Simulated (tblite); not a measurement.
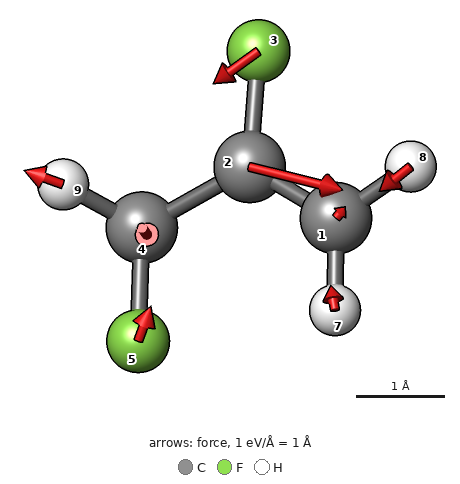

Starting geometry of C$_{3}$H$_{3}$F$_{3}$ with the computed forces as red arrows. A ball-and-stick model, seen at a tilt.

Method: tblite, GFN2-xTB geometry optimisation, gas phase. 

Question: Is this structure relaxed? If not, where do the atoms go?

Answer: It isn't relaxed: the largest force vector, on a C atom, is 1.23 eV/Å. The final displacements have little in common with the starting forces (cosine between the two patterns 0.11). An F atom moves most after the best rigid fit: 0.64 Å. Largest moves by element: F 0.64 Å, H 0.55 Å, C 0.17 Å. Some distances before and after: C–H 1.090 → 1.075 Å, C–H 1.087 → 1.100 Å, C–F 1.367 → 1.356 Å, C–C 1.327 → 1.318 Å. Bond angles that change, for instance: F–C–C 117.0° → 112.6°, C–C–F 118.1° → 122.1°, C–C–H 122.3° → 120.0°. Groups turn about C–C by about 50°. Over 43 geometry steps the energy falls by 0.090 eV. The run took 0.16 s on 1 thread of Arm Neoverse V1 (shared host).
